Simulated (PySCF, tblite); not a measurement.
# C₆H₈F₃NO₂SSi: excited states

Wanted: excited states for C₆H₈F₃NO₂SSi (`Cn1c([SiH3])ccc1S(=O)(=O)C(F)(F)F`).

Programs: tblite 0.8.0 and PySCF 2.14.0, with routines of our own; each step states its level. All values are computed. Atoms count from 0.

## 1. The system as given

22 atoms, charge 0, multiplicity 1; geometry from: force field or distance geometry start.

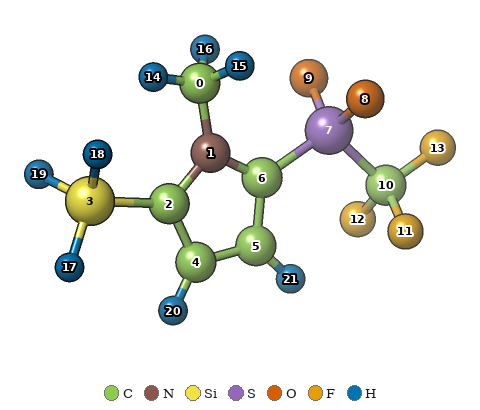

The starting geometry (carbon green, nitrogen brown, silicon yellow, sulfur purple, oxygen orange, fluorine amber, hydrogen blue).

## 2. Geometry optimisation with GFN2-xTB

Job settings and geometry (Å):

```
{"job": {"kind": "relax", "xc": "GFN2-xTB", "basis": "xTB"}, "charge": 0, "multiplicity": 1}
C      1.058000     1.533200     0.961900
N      0.673000     0.371100     0.152100
C      1.500600    -0.418600    -0.556100
Si     3.313500    -0.237600    -0.761600
C      0.769100    -1.431300    -1.177100
C     -0.556800    -1.242900    -0.816900
C     -0.554700    -0.124100     0.008400
S     -1.983200     0.548600     0.764700
O     -2.239700     1.942000     0.296600
O     -1.915200     0.524600     2.273000
C     -3.390300    -0.445100     0.272500
F     -3.465300    -0.380800    -1.102600
F     -3.252300    -1.759800     0.600800
F     -4.496500     0.086100     0.876800
H      2.138200     1.726600     0.884300
H      0.569300     2.471000     0.554100
H      0.679300     1.475500     2.001700
H      3.796300    -1.019600    -1.902600
H      3.600500     1.189600    -0.864800
H      3.972200    -0.750300     0.469000
H      1.191100    -2.190400    -1.822800
H     -1.417400    -1.848400    -1.112200
```

Started as:

```
> OMP_NUM_THREADS=1 python excited_run.py task.json out
```

The driver reads the jobs from task.json and runs them one after another.

Output:

```text
step      E/eV     max force
  0   -1281.66882    6.207
  1   -1282.23953    1.515
  2   -1282.32059    0.553
  3   -1282.38092    0.542
  4   -1282.40973    0.505
  5   -1282.42279    0.342
  6   -1282.43356    0.300
  7   -1282.44375    0.326
  8   -1282.45066    0.184
  9   -1282.45492    0.128
 10   -1282.45826    0.164
 11   -1282.46129    0.198
 12   -1282.46415    0.154
 13   -1282.46650    0.090
 14   -1282.46817    0.084
 15   -1282.46939    0.094
 16   -1282.47049    0.091
 17   -1282.47155    0.065
 18   -1282.47247    0.064
 19   -1282.47325    0.055
 20   -1282.47405    0.078
 21   -1282.47498    0.084
 22   -1282.47597    0.079
 23   -1282.47682    0.068
 24   -1282.47753    0.063
 25   -1282.47830    0.075
 26   -1282.47924    0.086
 27   -1282.48018    0.076
 28   -1282.48092    0.061
 29   -1282.48148    0.049
 30   -1282.48196    0.047
 31   -1282.48237    0.050
 32   -1282.48266    0.039
 33   -1282.48289    0.033
 34   -1282.48316    0.038
 35   -1282.48347    0.044
 36   -1282.48378    0.038
 37   -1282.48404    0.037
 38   -1282.48430    0.034
 39   -1282.48466    0.057
 40   -1282.48511    0.072
 41   -1282.48558    0.064
 42   -1282.48597    0.044
 43   -1282.48628    0.051
 44   -1282.48657    0.041
 45   -1282.48684    0.042
 46   -1282.48708    0.039
 47   -1282.48729    0.040
 48   -1282.48748    0.034
 49   -1282.48766    0.035
 50   -1282.48782    0.029
 51   -1282.48797    0.032
 52   -1282.48810    0.030
 53   -1282.48823    0.030
 54   -1282.48836    0.031
 55   -1282.48853    0.040
 56   -1282.48872    0.050
 57   -1282.48892    0.039
 58   -1282.48909    0.029
 59   -1282.48925    0.033
 60   -1282.48945    0.054
 61   -1282.48968    0.059
 62   -1282.48989    0.039
 63   -1282.49004    0.029
 64   -1282.49017    0.031
 65   -1282.49032    0.041
 66   -1282.49053    0.045
 67   -1282.49074    0.030
 68   -1282.49094    0.028
 69   -1282.49115    0.035
 70   -1282.49142    0.053
 71   -1282.49176    0.056
 72   -1282.49211    0.049
 73   -1282.49240    0.039
 74   -1282.49258    0.042
 75   -1282.49270    0.045
 76   -1282.49281    0.025
 77   -1282.49289    0.015
 78   -1282.49294    0.016
 79   -1282.49301    0.019
 80   -1282.49306    0.014
 81   -1282.49310    0.015
 82   -1282.49313    0.013
 83   -1282.49316    0.012
 84   -1282.49319    0.013
 85   -1282.49321    0.009
```

It took 0.99 s on 1 thread of Arm Neoverse V2, shared host; peak memory 0.18 GiB.

Relaxation path: (not every step is listed)

| step | energy from step 0 (eV) | largest force (eV/Å) |
| --- | --- | --- |
| 0 | 0.0000 | 6.2067 |
| 1 | -0.5707 | 1.5155 |
| 2 | -0.6518 | 0.5527 |
| 3 | -0.7121 | 0.5416 |
| 4 | -0.7409 | 0.5052 |
| 5 | -0.7540 | 0.3417 |
| 6 | -0.7647 | 0.3002 |
| 7 | -0.7749 | 0.3255 |
| 8 | -0.7818 | 0.1841 |
| 15 | -0.8006 | 0.0940 |
| 22 | -0.8071 | 0.0792 |
| 29 | -0.8127 | 0.0488 |
| 36 | -0.8150 | 0.0378 |
| 43 | -0.8175 | 0.0511 |
| 50 | -0.8190 | 0.0292 |
| 57 | -0.8201 | 0.0393 |
| 64 | -0.8213 | 0.0310 |
| 71 | -0.8229 | 0.0556 |
| 78 | -0.8241 | 0.0159 |
| 80 | -0.8242 | 0.0138 |
| 81 | -0.8243 | 0.0147 |
| 82 | -0.8243 | 0.0135 |
| 83 | -0.8243 | 0.0122 |
| 84 | -0.8244 | 0.0135 |
| 85 | -0.8244 | 0.0087 |

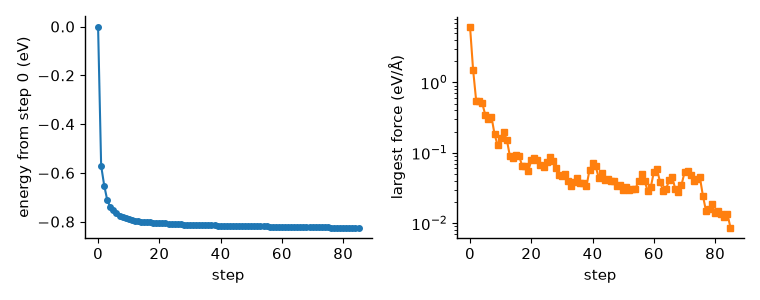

Energy and force, step by step.

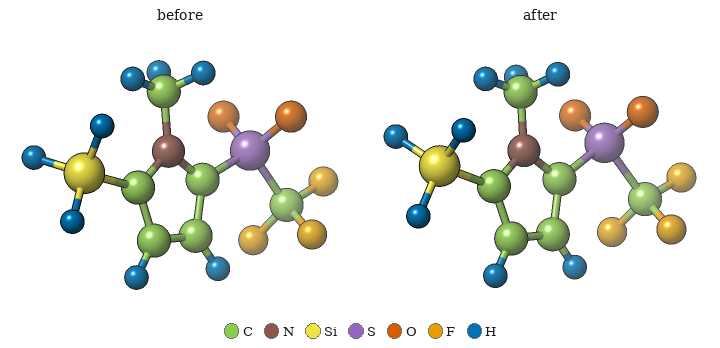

The geometry before (left) and after (right).

Distances of close pairs at the start and the end, largest changes first:

| bond | before (Å) | after (Å) | change (Å) |
| --- | --- | --- | --- |
| S7–C10 | 1.792 | 1.895 | +0.103 |
| S7–O9 | 1.510 | 1.430 | -0.080 |
| S7–O8 | 1.492 | 1.430 | -0.062 |
| C10–F11 | 1.379 | 1.333 | -0.046 |
| C10–F13 | 1.368 | 1.324 | -0.043 |
| C2–Si3 | 1.833 | 1.876 | +0.043 |
| C0–H15 | 1.133 | 1.092 | -0.041 |
| C0–N1 | 1.468 | 1.436 | -0.032 |

The next job starts from the end point, and lists it.

## 3. Vibrational analysis with GFN2-xTB

Job settings and geometry (Å):

```
{"job": {"kind": "ir", "xc": "GFN2-xTB", "basis": "xTB"}, "charge": 0, "multiplicity": 1}
C      0.989032     1.439163     0.960995
N      0.671224     0.308200     0.135644
C      1.525602    -0.441172    -0.609440
Si     3.376035    -0.153911    -0.728110
C      0.773435    -1.417837    -1.240901
C     -0.565470    -1.253507    -0.870735
C     -0.590941    -0.173851    -0.016830
S     -1.913831     0.629131     0.824906
O     -2.107975     1.950420     0.313907
O     -1.793819     0.460933     2.240316
C     -3.431944    -0.376872     0.301358
F     -3.583969    -0.355324    -1.022406
F     -3.306530    -1.649379     0.676595
F     -4.521524     0.126377     0.861260
H      2.068935     1.547458     1.030814
H      0.559192     2.350159     0.538068
H      0.570782     1.297197     1.959261
H      3.913158    -1.148706    -1.650276
H      3.623552     1.203536    -1.223001
H      3.976588    -0.304432     0.601724
H      1.157312    -2.171150    -1.898658
H     -1.399253    -1.847046    -1.185340
```

Output:

```text
mode    cm-1     km/mol
  1     -29.5      1.03
  2      25.6      0.10
  3      49.7      0.13
  4      64.7      2.23
  5      73.2      0.15
  6     114.2      0.60
  7     127.6      7.74
  8     130.7      7.11
  9     145.8      0.28
 10     195.6      2.98
 11     221.5      2.44
 12     231.6      0.89
 13     272.3      6.39
 14     292.7      0.99
 15     314.9     18.05
 16     368.1     22.53
 17     390.8     10.15
 18     456.2     47.16
 19     476.0      1.13
 20     480.1     17.00
 21     500.9    186.29
 22     525.2     48.79
 23     548.8     35.00
 24     576.0    336.29
 25     583.1     10.23
 26     618.2     33.97
 27     666.7     29.60
 28     724.9     32.85
 29     775.2    157.84
 30     788.3    359.93
 31     788.6    268.68
 32     801.4      7.55
 33     834.9      0.58
 34     900.6     45.40
 35    1034.7      5.83
 36    1067.8    166.66
 37    1081.7     61.84
 38    1102.1    200.46
 39    1106.0      0.65
 40    1118.4     35.91
 41    1135.9    197.13
 42    1160.4    114.34
 43    1166.2    120.32
 44    1279.2    531.83
 45    1351.3     23.34
 46    1369.6     36.06
 47    1407.3      4.98
 48    1432.8     46.92
 49    1443.8     28.20
 50    1445.6      6.74
 51    1472.0      2.19
 52    1521.8     21.50
 53    2238.0    343.28
 54    2249.0    215.50
 55    2309.3    254.70
 56    2984.1      4.15
 57    3005.8      4.60
 58    3044.8      8.11
 59    3175.2      8.39
 60    3186.6      8.47
```

Run time: 1.4 s. Hardware: 1 thread of Arm Neoverse V2, shared host; peak memory 0.18 GiB.

Which atoms move in the most intense modes:

| cm⁻¹ | km/mol | atoms |
| --- | --- | --- |
| 576 | 336.3 | S7 34 % |
| 788 | 359.9 | H19 33 %, H17 33 %, H18 24 % |
| 789 | 268.7 | H19 46 %, H18 45 % |
| 1102 | 200.5 | C10 72 %, F11 14 %, F12 13 % |
| 1279 | 531.8 | S7 43 %, O8 28 %, O9 28 % |
| 2238 | 343.3 | H19 88 % |
| 2249 | 215.5 | H18 88 % |
| 2309 | 254.7 | H17 97 % |

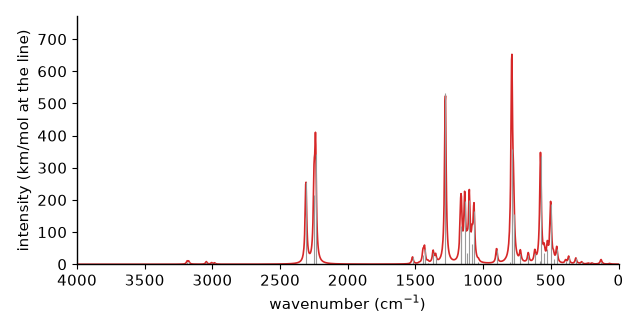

The infrared spectrum from these modes, unscaled. Lines are broadened to a width of 14 cm⁻¹ (Lorentzian).

## 4. Excited states: TDA CAM-B3LYP/def2-SVP

The job, as its differences from that of step 3:

```diff
@@ -1,2 +1,2 @@
-{"job": {"kind": "ir", "xc": "GFN2-xTB", "basis": "xTB"}, "charge": 0, "multiplicity": 1}
+{"job": {"kind": "states", "xc": "CAM-B3LYP", "basis": "def2-SVP", "tda": true, "soc": true, "nstates": 5, "ntriplets": 6, "nquad": 4}, "charge": 0, "multiplicity": 1}
 C      0.989032     1.439163     0.960995
```

Method: TDA CAM-B3LYP/def2-SVP excited states, vertical, gas phase, spin-orbit mean-field couplings.

Output:

```text
coarse grid: 21216 points
cycle   1  E = -1424.0248732933  dE =  3.673e+00  |g| = 1.609e+00  |ddm| = 5.553e+00
cycle   2  E = -1423.1525149248  dE =  8.724e-01  |g| = 2.772e+00  |ddm| = 3.609e+00
cycle   3  E = -1424.5271905538  dE = -1.375e+00  |g| = 1.738e-01  |ddm| = 2.372e+00
cycle   4  E = -1424.5304787672  dE = -3.288e-03  |g| = 1.297e-01  |ddm| = 2.972e-01
cycle   5  E = -1424.5338165902  dE = -3.338e-03  |g| = 1.651e-02  |ddm| = 1.180e-01
cycle   6  E = -1424.5338711220  dE = -5.453e-05  |g| = 6.898e-03  |ddm| = 2.518e-02
cycle   7  E = -1424.5338824441  dE = -1.132e-05  |g| = 2.174e-03  |ddm| = 9.355e-03
cycle   8  E = -1424.5338835379  dE = -1.094e-06  |g| = 6.958e-04  |ddm| = 3.037e-03
final grid: 202120 points
cycle   9  E = -1424.7288995873  dE = -4.297e-05  |g| = 4.928e-03  |ddm| = 2.566e-02
cycle  10  E = -1424.7288992358  dE =  3.515e-07  |g| = 5.392e-03  |ddm| = 8.737e-03
cycle  11  E = -1424.7289045816  dE = -5.346e-06  |g| = 6.563e-04  |ddm| = 4.351e-03
cycle  12  E = -1424.7289046568  dE = -7.523e-08  |g| = 2.650e-04  |ddm| = 7.944e-04
cycle  13  E = -1424.7289046710  dE = -1.416e-08  |g| = 9.655e-05  |ddm| = 3.174e-04
cycle  14  E = -1424.7289046731  dE = -2.073e-09  |g| = 1.633e-05  |ddm| = 1.015e-04
cycle  15  E = -1424.7289046732  dE = -1.332e-10  |g| = 1.042e-05  |ddm| = 3.755e-05
converged SCF energy = -1424.7289046732

Singlet excitations
state   eV       nm        f     d(h-e)  d(exc)  Lambda  PR(NTO)  |dmu|/D   mu/D   main configurations
  1   6.0802   203.9   0.48083   0.431   2.930   0.734   1.167    1.094    4.624   H->L 0.86
  2   6.3380   195.6   0.00201   1.578   3.374   0.344   1.046    5.378    8.935   H->L+1 0.93
  3   6.4750   191.5   0.12601   0.436   2.898   0.650   1.499    1.380    2.658   H-1->L 0.70, H->L+3 0.17
  4   7.2277   171.5   0.00163   1.445   3.690   0.324   1.367    5.370    2.955   H->L+2 0.77, H-1->L+1 0.12
  5   7.3172   169.4   0.00005   1.384   3.542   0.269   1.327                     H-1->L+1 0.83, H->L+2 0.10

Triplet excitations (Tamm-Dancoff)
state   eV     d(h-e)  d(exc)  Lambda  PR(NTO)   main configurations
  1   4.0754   0.272   2.607   0.734   1.082   H->L 0.90
  2   4.8841   0.406   2.584   0.627   1.064   H-1->L 0.91
  3   5.9469   0.676   2.515   0.695   1.113   H->L+3 0.76
  4   6.2023   1.565   3.343   0.341   1.027   H->L+1 0.92
  5   6.4767   0.693   2.506   0.632   1.092   H-1->L+3 0.77
  6   7.0189   1.076   3.498   0.352   1.271   H->L+2 0.67, H->L+6 0.09
S1 - T1 = 2.0048 eV

Spin-orbit couplings |<S|Hso|T>| (cm-1)
             T1       T2       T3       T4       T5       T6
S0        1.005    0.227    0.666    8.750    0.384   10.696
S1        0.629    0.050    1.085   14.705    0.459    7.371
S2        8.552    1.077    7.437    5.409    1.463   23.970
S3        0.988    0.236    0.833    3.638    0.244    4.759
S4        4.286    2.601    6.675    8.297    1.575    6.242
S5        1.541    7.057    3.064    4.992    5.121    1.462
T1 sublevels (cm-1): 0.000 0.001 0.003   radiative rates (1/s): 0.00105 0.0322 0.0448
```

Wall time 2.5 min (1 thread of Arm Neoverse V2, shared host); peak memory 1.3 GiB.

Key values:

| quantity | value |
| --- | --- |
| S1 less T1 | 2.00 eV |

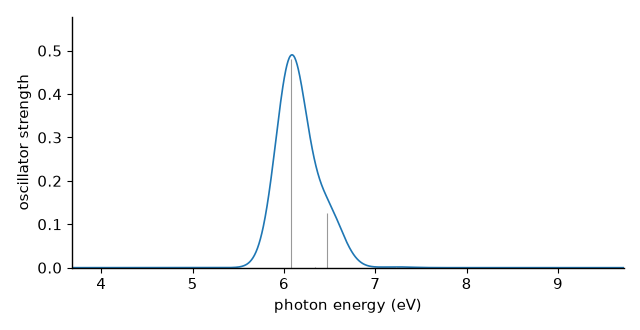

Absorption lines of the singlets. Lines are broadened to a width of 0.40 eV (Gaussian).

Orbitals, density, ELF and potential are computed afterwards from the orbital file.

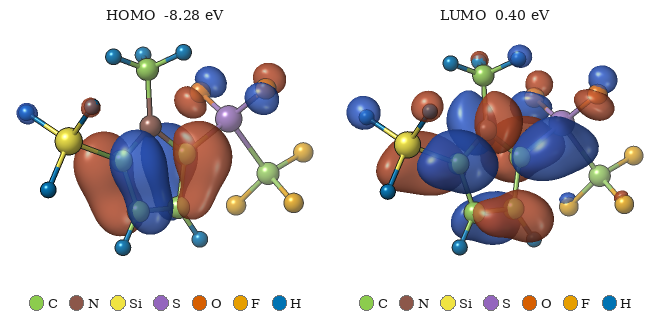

Frontier orbitals at CAM-B3LYP/def2-SVP; each surface holds 70 % of the orbital's density, blue and red mark the sign.

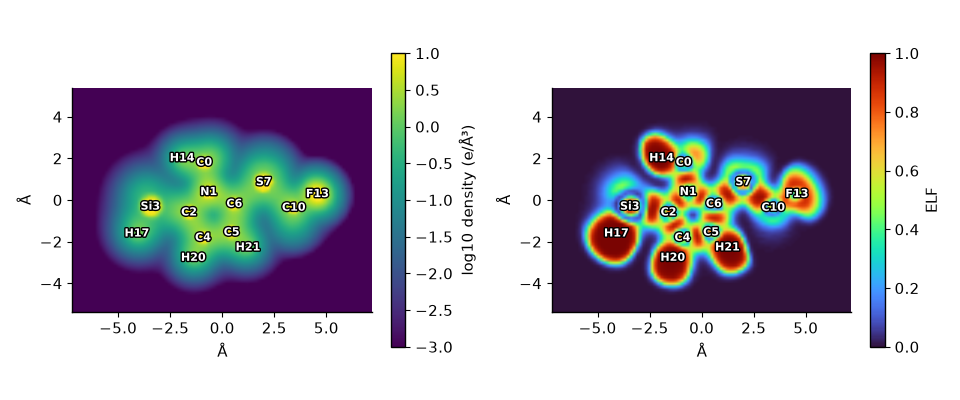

Density (left) and ELF (right) in a plane through or near 14 of the atoms.

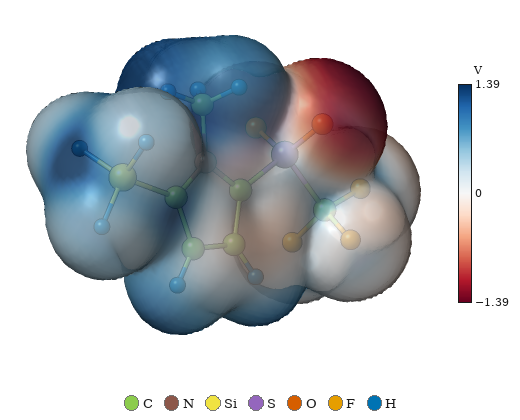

Electrostatic potential on the surface of density 0.002 e/bohr³; red is low, blue high. It runs from -1.39 V near O8 to 1.32 V near H14.

## 5. Summary of results

```
                                                                  quantity                  value
                                 strongest single infrared mode (GFN2-xTB)  1279 cm⁻¹, 532 km/mol
                                              zero-point energy (GFN2-xTB)          84.3 kcal/mol
                               S1 less T1 (step 4, TDA CAM-B3LYP/def2-SVP)                2.00 eV
potential on the surface of density 0.002 e/bohr³, 1st and 99th percentile     -1.39 V and 1.32 V
```

The lowest mode is imaginary (30i cm⁻¹), so the xTB geometry is not a minimum: the zero-point energy counts the real modes alone, and all values at this geometry belong to a saddle point. The strongest single mode, at 1279 cm⁻¹, has its largest shares on S7, O8 and O9 (the list is cut at 3 atoms). GFN2-xTB is a fitted tight-binding method: band positions and strengths are rough. Its intensities can rank the bands wrongly. In step 4, the number of triplets below S1 is 3, and the largest singlet-triplet spin-orbit coupling is S2–T6, 23.97 cm⁻¹.
